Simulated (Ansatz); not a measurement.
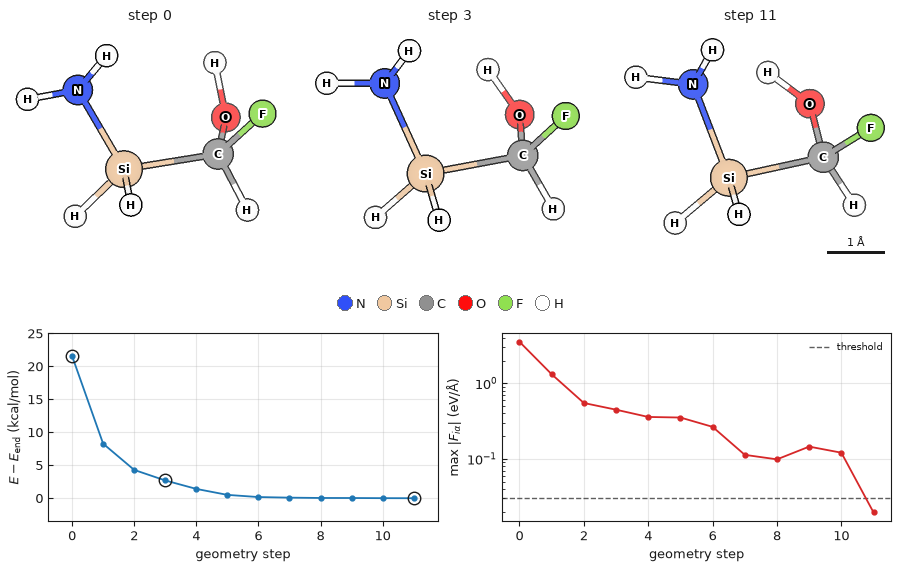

Frames of a relaxation of CH6FNOSi (coarse preliminary run), marked on the history of the run. A ball-and-stick model, seen at a tilt.

The start comes from a force field.

All numbers below come from Ansatz, RKS PBE-D4/def2-SVP. (force threshold 0.03 eV/Å; at most 200 steps)

### What happens along the run?

The atom that moves furthest after the best rigid fit is an H atom (0.93 Å). By element the largest moves are H 0.93 Å, O 0.48 Å, F 0.37 Å, N 0.33 Å, Si 0.21 Å, C 0.12 Å. Near-neighbour distances that change, for instance: N–Si 1.650 → 1.771 Å, C–F 1.359 → 1.428 Å, C–Si 1.876 → 1.927 Å, H–Si 1.459 → 1.503 Å. Bond angles that change, for instance: N–Si–C 113.4° → 98.1°, Si–C–O 122.5° → 107.8°, N–Si–H 103.4° → 115.6°. Groups turn about C–O by about 35°, N–Si by about 25°. After 11 geometry steps the energy has fallen by 21.6 kcal/mol. Largest force component: 3.5 eV/Å at the start, 0.02 eV/Å at the end. Cost: 17 s on 4 threads of Arm Neoverse V2, on a shared host. From step 0 to 3: an H atom moves most (0.49 Å), energy −18.9 kcal/mol. From step 3 to 11: an H atom moves most (0.52 Å), energy −2.70 kcal/mol.
